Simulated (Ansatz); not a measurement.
# ZrSeS monolayer, Janus: the cell at rest

Aim: bring ZrSeS monolayer, Janus to small forces and stress, as phonons need.

Main program and level: Ansatz 0.2.0; DFT PBEsol, scalar-relativistic, plane waves, PAW.

### Step 1. Set-up

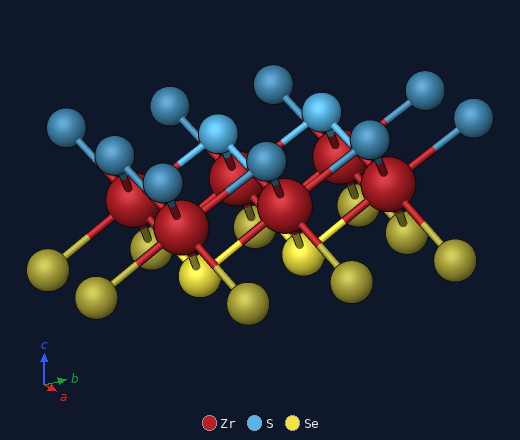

Start, viewed slightly off an axis; zirconium red, sulfur blue, selenium yellow. 1×2×1 cells are drawn. Some periodic images of atoms are drawn too.

The cell holds 3 atoms: 1 Zr, 1 S and 1 Se. Cell: a = 3.750 Å, b = 3.750 Å, c = 20.000 Å, α = 90.0°, β = 90.0°, γ = 120.0°. Vacuum lies along c.

### Step 2. Probe on a coarse mesh

A quick single point on a coarse mesh tells whether the cell has a gap and how far it is from rest, which sets the k mesh and smearing that follow.

The program solves this slab on a cell height of its own, 30.0 Å, in place of the one typed.

input.yaml reads:

```yaml
crystal:
  lattice:
    - [3.75, 0.0, 0.0]
    - [-1.875, 3.2476, 0.0]
    - [0.0, 0.0, 20.0]
  atoms:
    - { symbol: Zr, position: [0.0, 0.0, 0.5] }
    - { symbol: S, position: [0.333333, 0.666667, 0.575] }
    - { symbol: Se, position: [0.666667, 0.333333, 0.42] }
  periodic: [true, true, false]
kpoints:
  mp_grid: { grid: [6, 6, 1] }
hamiltonian:
  xc: pbesol
scf:
  occupations: { method: gaussian, width: 0.1 }
output:
  forces: true
  stress: true
  eigenvalues: true
```

On the command line:

```
> ansatz run input.yaml --threads 8 --pin off --max-ram 14336MiB --backend cpu --events-out ev --progress --plain --runs-dir out
```

Numbers of over 12 decimals in the logs are rounded to 6 here.

What it wrote:

```text
[...]
--- Band table (eV; the first three rows and the last of 7) ---
  k-point 0: bands = [... 13 lower, -8.4928, -7.0447, -6.0123, -6.0123, -4.7104, -4.7104, -4.0756, -1.3886]
  k-point 1: bands = [... 13 lower, -8.3747, -7.5158, -6.6463, -6.6144, -4.7559, -4.0045, -3.6303, -2.1627]
  k-point 2: bands = [... 13 lower, -8.5464, -8.3143, -7.0492, -7.0034, -5.1726, -3.3717, -3.1088, -1.4937]
  k-point 6: bands = [... 13 lower, -9.2734, -8.0177, -7.9747, -7.8379, -3.9648, -3.4591, -3.3357, -1.4650]
[key lines of the parts left out:]
SCF converged after 8 iterations
Free energy (F): -10441.953193 eV
Fermi energy:    -5.684071 eV
P = ½ c Tr σ = -2.7853 N/m
```

Wall time 0.88 s (8 threads of Arm Neoverse V2, shared host); peak memory 0.72 GiB.

Numbers from this step:

```yaml
gap_on_the_k_mesh: 0.6624 eV
direct_gap_on_mesh: 1.302 eV
area_per_atom: 4.059 Å²
```

The coarse mesh shows a gap of 0.66 eV.

### Step 3. Rough relaxation

A rough relaxation comes first, because large forces or stress need no tight tolerances yet.

The program solves this slab on a cell height of its own, 30.0 Å, in place of the one typed.

input.yaml, as its differences from that of step 2:

```diff
@@ -20 +20,6 @@
   eigenvalues: true
+relax:
+  adjacent_minimum: "off"
+  f_tol: 0.05
+  max_steps: 80
+  cell: { stress_2d_tol: 0.02 }
```

What it wrote:

```text
[...]
Crystal: 3 atoms, lattice volume = 365.355 Å³
Basis set: ecut = 420 eV, 7157 PW (Γ), exchange–correlation on 54×54×432 points (8 copies of the dense FFT grid, shifted against one another)
Bands: 21, of which v1, the nominal top of the filled ones, is band 17 counted from 1 (16 counted from 0)
Symmetry: 6 space group operations
[...]
F+E_penalty+E_count = -10442.05320125 eV   max|allowed force component| = 2.767e-2 eV/Å   (the final SCF, on the basis selected at the relaxed cell)
  cell:  # Å, volume = 354.6962 Å³
    - [3.694897, 0.0, 0]
    - [-1.847449, 3.199875, 0]
    - [0, 0, 30.0]
  atoms:
    - { symbol: Zr, position: [0, 0, 0.334901] }
    - { symbol: S, position: [0.333333, 0.666667, 0.380989] }
    - { symbol: Se, position: [0.666667, 0.333333, 0.280777] }
[key lines of the parts left out:]
SCF converged after 8 iterations
Free energy (F): -10442.053201 eV
Fermi energy:    -5.505214 eV
P = ½ c Tr σ = 0.0046 N/m
```

Wall time 5.4 s (8 threads); peak memory 0.76 GiB.

Relaxation path:

| step | energy less that of the first step (eV) | largest force component (eV/Å) | volume (Å³) |
| --- | --- | --- | --- |
| 1 | 0.0000 | 1.1647 | 365.36 |
| 2 | 0.0261 | 1.4393 | 358.88 |
| 3 | -0.0990 | 0.1107 | 356.32 |
| 4 | -0.1002 | 0.0277 | 354.70 |
| 5* | -0.1000 | 0.0277 | 354.70 |

Relaxation steps marked * repeat the geometry before them on a plane-wave basis chosen anew for their cell, so energy and pressure can jump there. Relaxation step 2 was tried and not accepted.

Forces are held to the 6 operations that the run works with; a distortion that breaks them can't arise in this run.

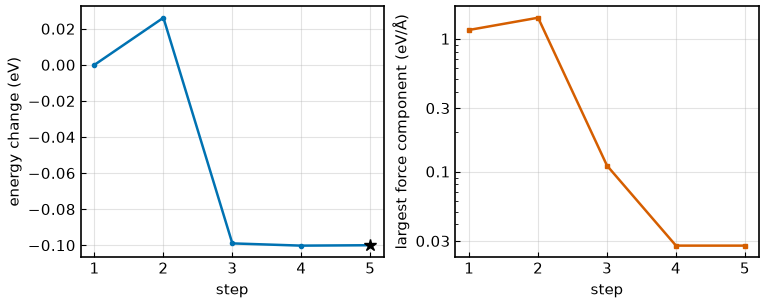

Energy and largest force along the relaxation. Stars mark steps on a basis chosen anew.

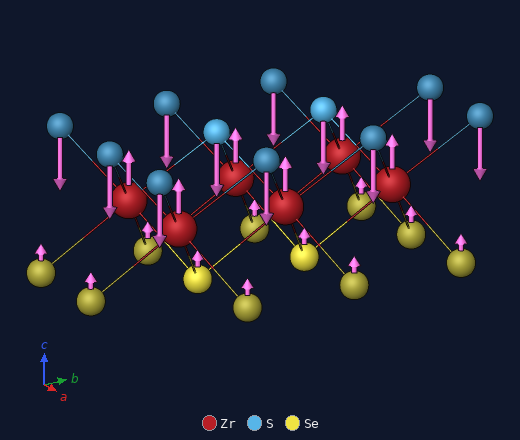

Displacements in the relaxation, exaggerated, measured against the changing cell; the longest in the cell stands for 0.07 Å. 1×2×1 cells are drawn. Some periodic images of atoms are drawn too.

| cell as run | before | after | change |
| --- | --- | --- | --- |
| a (Å) | 3.750 | 3.695 | -1.5 % |
| b (Å) | 3.750 | 3.695 | -1.5 % |

The atoms that moved most (Å, along periodic axes as changes of fractional coordinates times the final cell, across vacuum about the mean position):

| atom | dx | dy | dz | length |
| --- | --- | --- | --- | --- |
| S2 | 0.000 | 0.000 | -0.070 | 0.070 |
| Zr1 | 0.000 | 0.000 | 0.047 | 0.047 |
| Se3 | 0.000 | 0.000 | 0.023 | 0.023 |

The relaxed structure:

```cif
data_structure
_symmetry_space_group_name_H-M 'P 1'
_symmetry_Int_Tables_number 1
_cell_length_a 3.6949
_cell_length_b 3.6949
_cell_length_c 30.0000
_cell_angle_alpha 90.000
_cell_angle_beta 90.000
_cell_angle_gamma 120.000
_cell_volume 354.70
loop_
_atom_site_label
_atom_site_type_symbol
_atom_site_fract_x
_atom_site_fract_y
_atom_site_fract_z
_atom_site_occupancy
Zr1 Zr 0.00000 0.00000 0.33490 1
S2 S 0.33333 0.66667 0.38099 1
Se3 Se 0.66667 0.33333 0.28078 1
```

Numbers from this step:

```
gap on the k-mesh  : 0.6071 eV
direct gap on mesh : 1.191 eV
area per atom      : 3.941 Å²
```

The relaxation ends with a largest force component of 0.028 eV/Å.

### Step 4. Bringing the structure to rest, k-mesh 9×9×1

Harmonic phonons are second derivatives at a point where the forces vanish, and they are wanted at zero stress, so atoms and cell are relaxed first.

input.yaml reads:

```yaml
crystal:
  lattice:
    - [3.6948971588, 0.0, 0.0]
    - [-1.8474485794, 3.1998748039, 0.0]
    - [0.0, 0.0, 30.0]
  atoms:
    - { symbol: Zr, position: [0.0, 0.0, 0.3349005013] }
    - { symbol: S, position: [0.3333333333, 0.6666666667, 0.3809889352] }
    - { symbol: Se, position: [0.6666666667, 0.3333333333, 0.2807772301] }
  periodic: [true, true, false]
kpoints:
  mp_grid: { grid: [9, 9, 1] }
hamiltonian:
  xc: pbesol
scf:
  occupations: { method: gaussian, width: 0.02 }
output:
  forces: true
  stress: true
  eigenvalues: true
  write_density: true
  write_potential: true
  elf: true
  volumetric_format: npy
relax:
  adjacent_minimum: "off"
  f_tol: 0.005
  max_steps: 80
  cell: { stress_2d_tol: 0.02 }
```

What it wrote:

```text
[...]
Crystal: 3 atoms, lattice volume = 354.696 Å³
Basis set: ecut = 420 eV, 6977 PW (Γ), exchange–correlation on 50×50×432 points (8 copies of the dense FFT grid, shifted against one another)
Bands: 21, of which v1, the nominal top of the filled ones, is band 17 counted from 1 (16 counted from 0)
Symmetry: 6 space group operations
[...]
k-points: 12 of 81 (time reversal used)
[...]
SCF iter   1: F=—  HF=-10442.077694 eV  |F-HF|=—  |Δ(HF+E_count)|=         —  Δρ=2.21e-3  dr2=5.86e-2  ethr=1.77e-3  ⟨swp⟩=14.1  Hψ=1935  notcnv=0
[...]
SCF iter   8: F=-10442.069582 eV  HF=-10442.069582 eV  |F-HF|=1.10e-8  |Δ(HF+E_count)|=   2.33e-7  Δρ=1.80e-6  dr2=7.15e-9  ethr=2.94e-10  ⟨swp⟩=18.6  Hψ=2579  notcnv=0
SCF 1 converged in 8 iterations: F = -10442.069582 eV  dr2 = 7.15e-9
[...]
relax step   1: F+E_penalty+E_count = -10442.06958242 eV  Δ(F+E_penalty+E_count) = +0.000e0 eV  max|allowed force component| = 5.105e-2 eV/Å  Δτ_max = 0.0000 Å  P = -0.119 N/m  Ω = 354.696 Å³  fix = [c, alpha, beta]  reactions: c +0.000 N/m  (8 SCF iters, dr2 threshold 1.00e-7 eV, accepted)
Crystal: 3 atoms, lattice volume = 352.761 Å³
Basis set: ecut = 420 eV, 6905 PW (Γ), exchange–correlation on 50×50×432 points (8 copies of the dense FFT grid, shifted against one another)
[...]
SCF iter   6: F=-10442.069285 eV  HF=-10442.069285 eV  |F-HF|=6.60e-8  |Δ(HF+E_count)|=   2.69e-7  Δρ=6.33e-6  dr2=1.27e-7  ethr=4.79e-10  ⟨swp⟩=15.5  Hψ=2912  notcnv=0
SCF 2 converged in 6 iterations: F = -10442.069285 eV  dr2 = 1.27e-7
relax step   2: F+E_penalty+E_count = -10442.06928486 eV  Δ(F+E_penalty+E_count) = +2.976e-4 eV  max|allowed force component| = 1.205e-1 eV/Å  Δτ_max = 0.0183 Å  P = -0.170 N/m  Ω = 352.761 Å³  energy of the carried Pulay correction = +4.216e-5 eV  fix = [c, alpha, beta]  (6 SCF iters, dr2 threshold 1.63e-7 eV, rejected (line search))
Crystal: 3 atoms, lattice volume = 353.352 Å³
[...]
SCF iter  11: F=-10442.070117 eV  HF=-10442.070117 eV  |F-HF|=3.27e-11  |Δ(HF+E_count)|=  2.36e-11  Δρ=7.80e-9  dr2=5.58e-13  ethr=1.00e-12  ⟨swp⟩=10.0  Hψ=1572  notcnv=0
SCF 3 converged in 11 iterations: F = -10442.070117 eV  dr2 = 5.58e-13
relax step   3: F+E_penalty+E_count = -10442.07011717 eV  Δ(F+E_penalty+E_count) = -5.347e-4 eV  max|allowed force component| = 9.073e-3 eV/Å  Δτ_max = 0.0079 Å  P = -0.054 N/m  Ω = 353.352 Å³  energy of the carried Pulay correction = +2.927e-5 eV  fix = [c, alpha, beta]  reactions: c -0.000 N/m  (11 SCF iters, accepted)
[...]
relax step   4: F+E_penalty+E_count = -10442.07014075 eV  Δ(F+E_penalty+E_count) = -2.358e-5 eV  max|allowed force component| = 5.073e-3 eV/Å  Δτ_max = 0.0005 Å  P = -0.014 N/m  Ω = 353.085 Å³  energy of the carried Pulay correction = +3.510e-5 eV  fix = [c, alpha, beta]  reactions: c -0.000 N/m  (6 SCF iters, dr2 threshold 5.14e-9 eV, accepted)
[...]
relax step   5: F+E_penalty+E_count = -10442.07014434 eV  Δ(F+E_penalty+E_count) = -3.588e-6 eV  max|allowed force component| = 5.855e-4 eV/Å  Δτ_max = 0.0002 Å  P = +0.000 N/m  Ω = 353.012 Å³  energy of the carried Pulay correction = +3.668e-5 eV  fix = [c, alpha, beta]  reactions: c +0.000 N/m  (6 SCF iters, dr2 threshold 1.61e-9 eV, accepted)
[...]
SCF iter   1: F=—  HF=-10442.070044 eV  |F-HF|=—  |Δ(HF+E_count)|=         —  Δρ=1.75e-6  dr2=2.20e-9  ethr=7.47e-8  ⟨swp⟩=5.8  Hψ=3013  notcnv=0
eigensolver tolerance schedule: the retry pair's looser diagonalisation over-reported the residual by 11574.90 of it (diagonalisation noise at 0.39 of the residual, at the tolerance the schedule requests for it); recorded, not acted on — ethr = c·dr2/N_el stays at c = 1.0e-1
[...]
SCF iter   2: F=—  HF=-10442.070109 eV  |F-HF|=—  |Δ(HF+E_count)|=   6.53e-5  Δρ=9.75e-7  dr2=6.17e-9  ethr=6.46e-12  ⟨swp⟩=6.2  Hψ=969  notcnv=0
[...]
SCF iter   7: F=-10442.070109 eV  HF=-10442.070109 eV  |F-HF|=9.09e-11  |Δ(HF+E_count)|=  4.18e-11  Δρ=2.00e-8  dr2=1.73e-12  ethr=1.00e-12  ⟨swp⟩=8.9  Hψ=1657  notcnv=0
SCF 6 converged in 7 iterations: F = -10442.070109 eV  dr2 = 1.73e-12
relax step   6: F+E_penalty+E_count = -10442.07010925 eV  Δ(F+E_penalty+E_count) = +3.508e-5 eV  max|allowed force component| = 6.109e-4 eV/Å  Δτ_max = 0.0000 Å  P = -0.000 N/m  Ω = 353.012 Å³  fix = [c, alpha, beta]  reactions: c -0.000 N/m  stress off target by 7.86e-5 N/m on what of the cell is left free  SCF on the basis re-selected at this cell (its energy is not comparable with the rows above)  (7 SCF iters)
[...]
WARN: The input density's exchange-correlation potential varies sharply where the density is thin. Do not read a vacuum level from v_tot or v_xc, or from such a field of the output density. On a cell that repeats whose density bears no net charge and no dipole along the vacuum's axis use v_es (v_loc + v_h of the components); under efield.dipole_correction with no amplitude use v_es + v_field, which holds any external [...]
SCF converged after 7 iterations
Free energy (F): -10442.070109 eV
[...]
Internal energy: -10442.070109 eV  (E = F + TS)
E sigma→0 (E₀):  -10442.070109 eV
Fermi energy:    -5.487618 eV
[...]
--- Forces (eV/Å), atoms counted from 1 ---
  atom   1  Zr     0.00000000     0.00000000    -0.00058208
  atom   2  S      0.00000000     0.00000000     0.00061089
  atom   3  Se     0.00000000    -0.00000000    -0.00002888
  max |Σ_I F_I| component: 7.49e-8 eV/Å
--- 2D stress c σ (N/m, compression-positive) ---
       -0.000079      -0.000000      -0.000000
        0.000000      -0.000079       0.000000
       -0.000000       0.000000      -0.000000
  P = ½ c Tr σ = -0.0001 N/m
--- Band table (eV; the first three rows and the last of 12) ---
  k-point 0: bands = [... 13 lower, -8.7186, -7.0423, -5.7856, -5.7856, -4.5911, -4.5911, -3.8026, -0.9767]
  k-point 1: bands = [... 13 lower, -8.6548, -6.8613, -6.5944, -6.1804, -4.5181, -4.1311, -3.5611, -1.6063]
  k-point 2: bands = [... 13 lower, -8.5364, -8.0802, -6.6571, -6.5720, -4.7580, -3.5068, -3.1939, -1.8223]
  k-point 11: bands = [... 13 lower, -9.2858, -8.0895, -7.8768, -7.8101, -3.8166, -3.2940, -3.0391, -1.0953]
--- Relaxed structure (5 steps of the walk, 4 accepted, 1 SCFs on fresh bases) ---
[...]
cell:  # Å, volume = 353.0123 Å³
    - [3.686116, -6.499654479303607e-19, 0]
    - [-1.843058, 3.192270, 0]
    - [0, 0, 30.0]
  atoms:
    - { symbol: Zr, position: [0, 0, 0.334927] }
    - { symbol: S, position: [0.333333, 0.666667, 0.381232] }
    - { symbol: Se, position: [0.666667, 0.333333, 0.280507] }
```

It took 8.8 s on 8 threads; peak memory 0.89 GiB; 62 s of CPU time.

Step by step:

| step | energy less that of the first step (eV) | largest force component (eV/Å) | volume (Å³) |
| --- | --- | --- | --- |
| 1 | 0.0000 | 0.0510 | 354.70 |
| 2 | 0.0003 | 0.1205 | 352.76 |
| 3 | -0.0005 | 0.0091 | 353.35 |
| 4 | -0.0006 | 0.0051 | 353.08 |
| 5 | -0.0006 | 0.0006 | 353.01 |
| 6* | -0.0005 | 0.0006 | 353.01 |

Relaxation steps marked * repeat the geometry before them on a plane-wave basis chosen anew for their cell, so energy and pressure can jump there. Relaxation step 2 was tried and not accepted.

The run keeps the 6 symmetry operations that it works with, so distortions that break them were not tested.

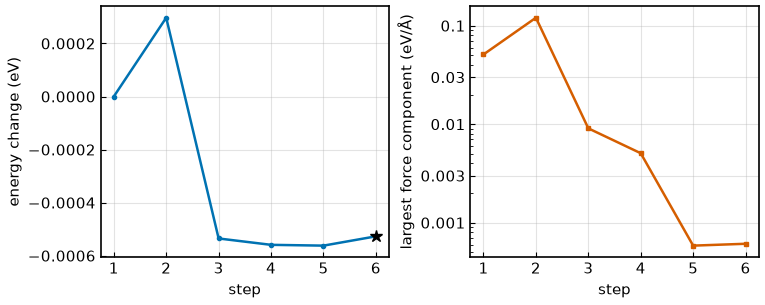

Energy and largest force along the relaxation. Stars mark steps on a basis chosen anew.

| cell as run | before | after | change |
| --- | --- | --- | --- |
| a (Å) | 3.695 | 3.686 | -0.2 % |
| b (Å) | 3.695 | 3.686 | -0.2 % |

Final coordinates:

```
Zr S Se
1.0
     3.68612    0.00000    0.00000
    -1.84306    3.19227    0.00000
     0.00000    0.00000   30.00000
Zr S Se
1 1 1
Direct
  0.00000 0.00000 0.33493
  0.33333 0.66667 0.38123
  0.66667 0.33333 0.28051
```

This step gave:

- gap on the k-mesh: 0.5967 eV
- direct gap on mesh: 1.194 eV
- area per atom: 3.922 Å²

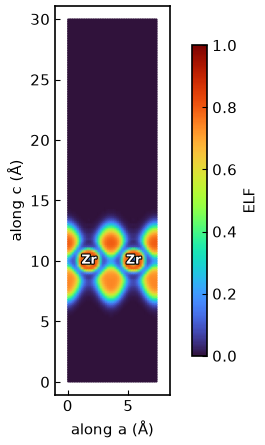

ELF in the ac plane at fractional y = 0.000, with atoms of Zr within 0.2 Å of it. It is the smooth field of the valence electrons, not physical close to the nuclei. The map starts off the cell's origin, so that atoms lie inside it.

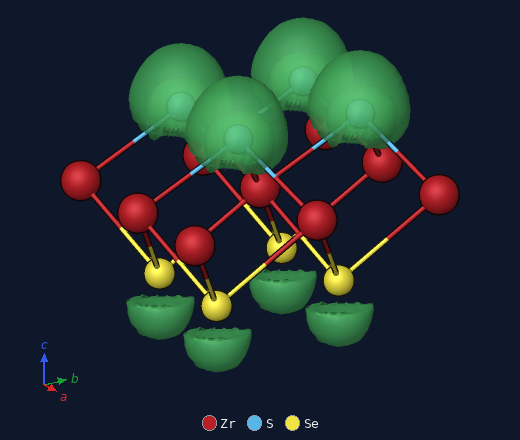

Surface of ELF = 0.83. 2×2×1 cells are drawn.

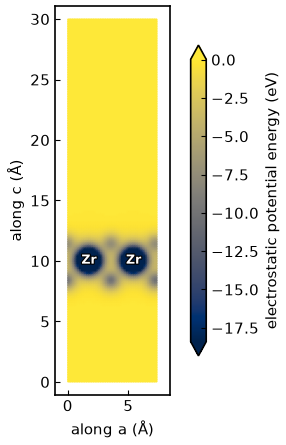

Electrostatic potential energy in the ac plane at fractional y = 0.000, with atoms of Zr within 0.2 Å of it. With pseudopotentials it is smooth inside the atoms' cores, unlike the true potential. The map starts off the cell's origin, so that atoms lie inside it.

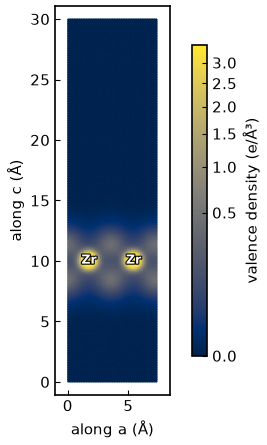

Valence density in the ac plane at fractional y = 0.000, with atoms of Zr within 0.2 Å of it. It is the smooth field of the valence electrons, not physical close to the nuclei. The map starts off the cell's origin, so that atoms lie inside it. The colour scale is stretched toward low values.

The cell shrank by 0.2 % in its periodic edges. First to last step the energy falls by 0.001 eV, across changes of basis; the largest move, 0.008 Å, is that of Se3.

### Step 5. Relaxation, k-mesh 12×12×1

The relaxation is repeated from its end, on the mesh and smearing that suit the cell and gap now reached.

input.yaml, the sections that differ from step 4:

```yaml
crystal:
  lattice:
    - [3.6861156064, 0.0, 0.0]
    - [-1.8430578032, 3.1922697564, 0.0]
    - [0.0, 0.0, 30.0]
  atoms:
    - { symbol: Zr, position: [0.0, 0.0, 0.334927477] }
    - { symbol: S, position: [0.3333333333, 0.6666666667, 0.3812318418] }
    - { symbol: Se, position: [0.6666666667, 0.3333333333, 0.2805073478] }
  periodic: [true, true, false]
kpoints:
  mp_grid: { grid: [12, 12, 1] }
# hamiltonian, scf, output, relax: as in step 4
```

What it wrote:

```text
[...]
Crystal: 3 atoms, lattice volume = 353.012 Å³
Basis set: ecut = 420 eV, 6905 PW (Γ), exchange–correlation on 50×50×432 points (8 copies of the dense FFT grid, shifted against one another)
Bands: 21, of which v1, the nominal top of the filled ones, is band 17 counted from 1 (16 counted from 0)
Symmetry: 6 space group operations
[...]
k-points: 19 of 144 (time reversal used)
[...]
--- Relaxed structure (1 steps of the walk, 1 accepted, 1 SCFs on fresh bases) ---
[...]
cell:  # Å, volume = 353.0123 Å³
    - [3.686116, 0.0, 0.0]
    - [-1.843058, 3.192270, 0.0]
    - [0.0, 0.0, 30.0]
  atoms:
    - { symbol: Zr, position: [0.0, 0.0, 0.334927477] }
    - { symbol: S, position: [0.333333, 0.666667, 0.3812318418] }
    - { symbol: Se, position: [0.666667, 0.333333, 0.280507] }
[key lines of the parts left out:]
SCF converged after 8 iterations
Free energy (F): -10442.071799 eV
Fermi energy:    -5.498334 eV
P = ½ c Tr σ = -0.0188 N/m
```

Wall time 5 s (8 threads); peak memory 0.86 GiB; 35 s of CPU time.

Little changed from the start: no atom moved by 0.005 Å and no cell edge by 0.1 %.

Numbers from this step:

- gap on the k-mesh: 0.5774 eV
- direct gap on mesh: 1.197 eV

(Continued in part 2 of 2.)

[Logs are printed without paths, hosts, clocks, repeated set-up lines and the standing remarks that a program may print on its own settings, such as how far it seeks lower states.]

[Hosts, paths, dates, database ids (printed as entryN), source tags and the programs' standing remarks are cut or masked in the printed files.]
